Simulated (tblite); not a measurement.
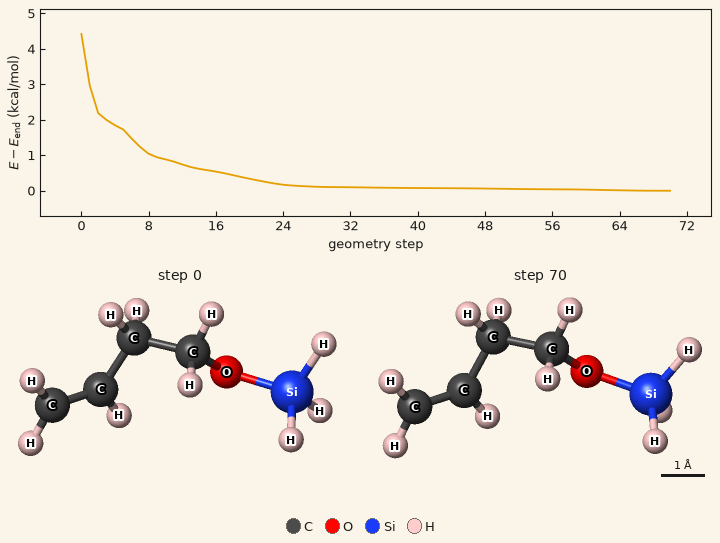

First and last geometry of a relaxation of C4H10OSi, with the history of the run. A ball-and-stick model, seen at a tilt.

Computed with GFN2-xTB geometry optimisation, gas phase (tblite). 

**What do the curves and the structures tell?**

It converged. Over 70 geometry steps the energy falls by 4.42 kcal/mol. An H atom moves most after the best rigid fit: 0.49 Å. By element the largest moves are H 0.49 Å, O 0.21 Å, C 0.12 Å, Si 0.06 Å. Among the contacts that change: C–O 1.441 → 1.396 Å, O–Si 1.657 → 1.617 Å, H–Si 1.489 → 1.453 Å, C–H 1.105 → 1.081 Å. Among the angles between lasting bonds that change: C–O–Si 118.0° → 129.9°, O–Si–H 109.7° → 99.1°, H–Si–H 110.0° → 113.5°.
